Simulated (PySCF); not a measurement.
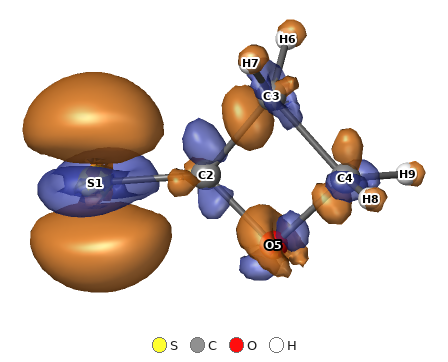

Figure 1: C3H4OS, SMILES `S=C1CCO1`. Fukui function f⁻ = ρ(N) − ρ(N−1) at fixed geometry, surfaces at ±0.04 e/Å³ (orange positive, blue negative).

Method: PBE0/aug-cc-pVDZ; geometry: GFN2-xTB; program: PySCF. No frequency check shows the geometry to be a minimum. GFN2-xTB bond lengths at metals and heavier atoms can be off by up to 0.1 Å and shapes distorted, which carries into these values.

On which atoms does the density change most on removal of an electron?

f⁻ (Hirshfeld-condensed) is largest on S1 (0.59); the vertical ionisation energy is 8.92 eV (the stability of the cation's solution wasn't checked). Condensed values hint at sites of electrophilic attack but needn't mark the atom that reacts. Orbital relaxation makes it negative in places (0.24 e in all).

```csv
atom,f⁻,charge
S1,+0.59,−0.17
C2,+0.08,+0.08
C3,+0.05,−0.09
C4,+0.05,+0.01
O5,+0.08,−0.10
H6,+0.04,+0.07
H7,+0.04,+0.07
H8,+0.04,+0.06
H9,+0.04,+0.06
```
